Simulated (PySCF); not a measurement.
The calculation's input:

```
{"job": {"kind": "nmr", "xc": "PBE0", "basis": "pcSseg-1"}, "charge": 0, "multiplicity": 1}
C     -1.343354     0.803311    -1.222040
C     -0.764071     0.026384    -0.035125
C     -1.014653    -1.467304    -0.253864
C     -1.470400     0.462129     1.252973
C      0.729277     0.376446     0.089793
C      1.557586    -0.310822     1.188622
P      3.099665    -0.256186     0.123308
C      1.672882     0.001460    -1.065576
H     -0.865088     0.497896    -2.149811
H     -2.411613     0.618296    -1.310468
H     -1.191056     1.872937    -1.093598
H     -0.637244    -2.059222     0.575992
H     -2.084587    -1.648119    -0.334131
H     -0.546978    -1.818382    -1.170077
H     -1.083241    -0.089105     2.106826
H     -1.320779     1.524524     1.433942
H     -2.539499     0.274968     1.180404
H      0.795115     1.459699     0.243330
H      1.266687    -1.349492     1.346028
H      1.610888     0.192482     2.152455
H      3.306645     1.120587     0.324505
H      1.815002     0.746241    -1.846734
H      1.414063    -0.951741    -1.526676
```

Launched as:

```sh
OMP_NUM_THREADS=1 python probes_run.py task.json out
```

Geometry: GFN2-xTB.

These are results of PBE0/pcSseg-1, SCF density, gas phase, non-relativistic (PySCF), not measurements.

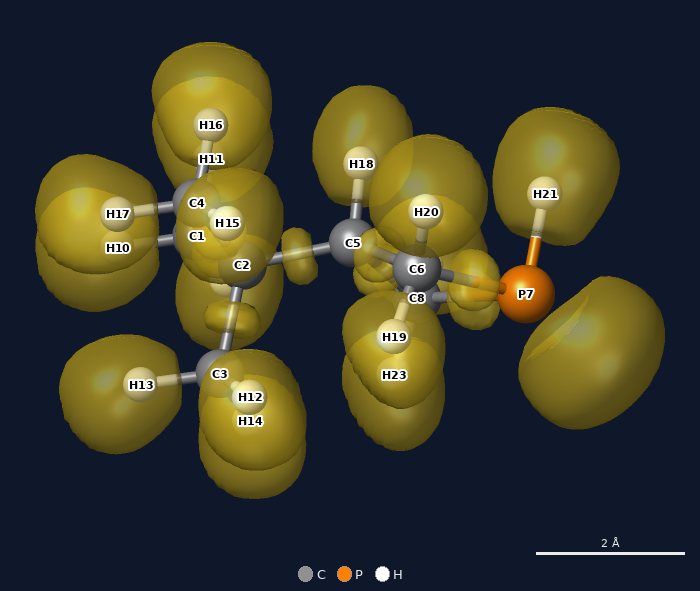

C$_{7}$H$_{15}$P (SMILES CC(C)(C)C1CPC1). Isosurface of the ELF at 0.85 (yellow), seen from one side. Only the valence region is drawn (cores and ρ < 0.01 e/Å³ removed).

**What do the ELF domains correspond to?**

The ELF exceeds this value in six regions between bonded C–C atoms (shared pairs), two regions between bonded C–P atoms (shared pairs), 15 regions around hydrogen nuclei and one lobe on P, pointing away from the bonds (lone pairs). Along the contacts the grid gives the following. C–C (1.53 Å): the ELF peaks at about 0.95 between the atoms, as expected for localised, covalent bonding. C–P (1.87 Å): the ELF peaks at about 0.95 between the atoms, as expected for localised, covalent bonding.
